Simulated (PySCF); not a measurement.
# C₅H₃FOS (SMILES O=C(F)c1cccs1): what the fields show

```yaml
atoms:
  - { symbol: O, position_ang: [2.7282, 1.3459, -0.5278] }
  - { symbol: C, position_ang: [2.0909, 0.3536, -0.3931] }
  - { symbol: F, position_ang: [2.6658, -0.8565, -0.4766] }
  - { symbol: C, position_ang: [0.6620, 0.2412, -0.1293] }
  - { symbol: C, position_ang: [-0.1008, -0.8995, 0.0153] }
  - { symbol: C, position_ang: [-1.4613, -0.6058, 0.2636] }
  - { symbol: C, position_ang: [-1.6991, 0.7492, 0.3029] }
  - { symbol: S, position_ang: [-0.2870, 1.6719, 0.0401] }
  - { symbol: H, position_ang: [0.3224, -1.9013, -0.0586] }
  - { symbol: H, position_ang: [-2.2380, -1.3571, 0.4091] }
  - { symbol: H, position_ang: [-2.6504, 1.2518, 0.4768] }
```

Geometry: PBE0-D3(BJ)/def2-SVP.

Computed with wB97X-D/def2-SVPD, SCF density, gas phase in PySCF 2.14.0.

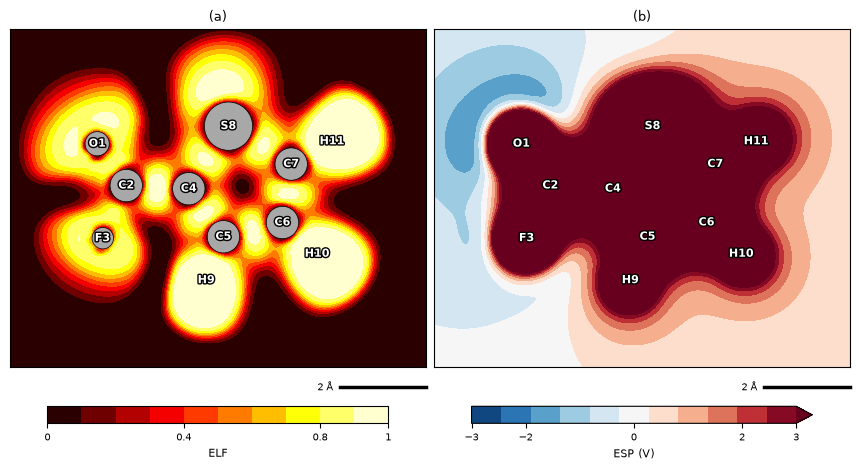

Figure 1. (a) ELF; (b) electrostatic potential on the molecular plane. Grey discs cover the atomic cores in the ELF map.

### Describe what can be read from this map.

The plane passes through O, C, F, S and H nuclei.
C–O (1.19 Å): the ELF peaks at about 0.85 between the atoms: a short, multiple covalent bond.
C–F (1.34 Å): the ELF peaks at about 0.85 between the atoms (a shared but strongly polarised pair).
C–C (1.38 Å): the ELF peaks at about 0.95 between the atoms; a covalent bond.
C–S (1.71 Å): the ELF peaks at about 0.90 between the atoms; a covalent bond.
C–H (1.09 Å): the ELF climbs to about 1 towards the hydrogen, as it does in any bond to H (a covalent bond by its length).
The ELF also peaks beside F3, O1 and S8, away from the bonds: lone-pair regions.
Outside the dense part of the molecule the potential is most negative (−1.8 V) near O1.

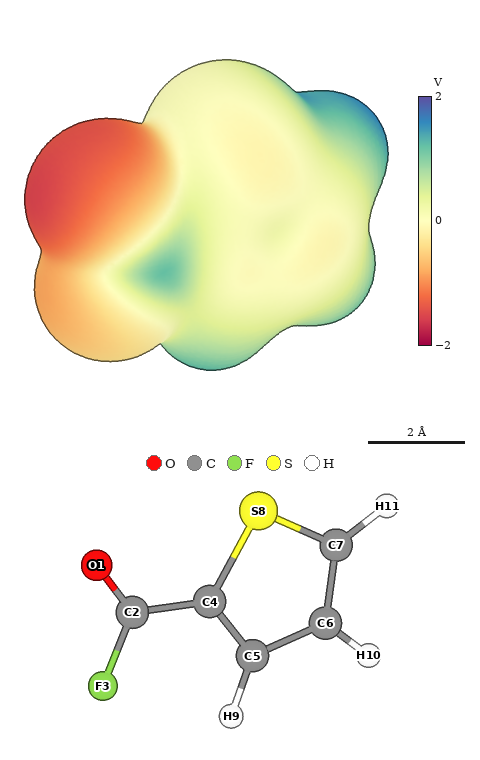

Figure 2. The electrostatic potential painted on the density surface at 0.002 e/bohr³, seen at a tilt; the colour scale runs from red (negative) to blue (positive). The bare structure is drawn below in the same view.

### Describe the electrostatic potential map.

The most negative region (about −1.5 V, or −35 kcal/mol for a unit charge) lies over O1, the most positive (about +1.6 V, or +37 kcal/mol for a unit charge) over H11. O1 is the likeliest acceptor of a hydrogen bond.

### What dipole moment does the calculation give?

Its dipole moment is 4.33 D.
